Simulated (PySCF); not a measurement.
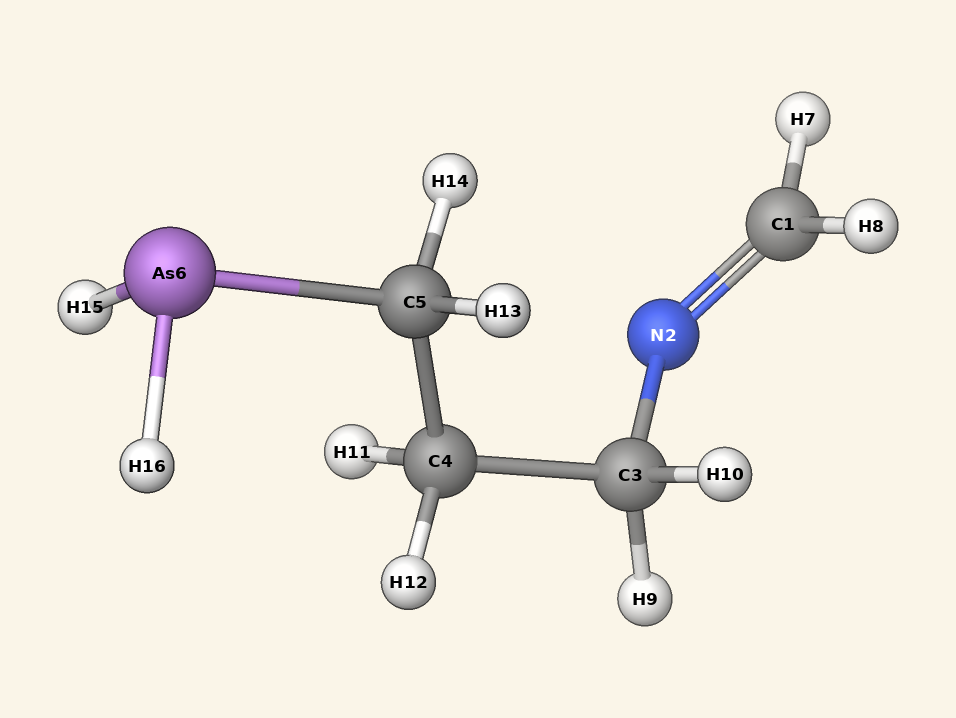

The computed structure is the end point of a GFN2-xTB optimisation. No frequency run is at hand to confirm it as a minimum. Method: B3LYP/pcJ-1 (pcSseg-1 on As) indirect spin-spin coupling, non-relativistic, gas phase (PySCF 2.14.0). Isotopes: 13C, 1H, 15N.

Give the spin–spin coupling constants of these pairs, with the number of bonds between them: C1/N2, N2/C3, N2/H10, N2/H8, N2/H7, N2/C4, N2/H11, N2/C5, N2/H12.

```tsv
pair	bonds apart	J (Hz)
C1, N2	1	−8.4
N2, C3	1	2.3
N2, H10	2	1.1
N2, H8	2	4.1
N2, H7	2	−10.8
N2, C4	2	−2.3
N2, H11	3	−2.1
N2, C5	3	−0.9
N2, H12	3	−5.8
```

The geometry is semi-empirical. Around As such bond lengths and angles can be off by a tenth of an ångström or more and by several degrees, and values that hang on the shape move with them.
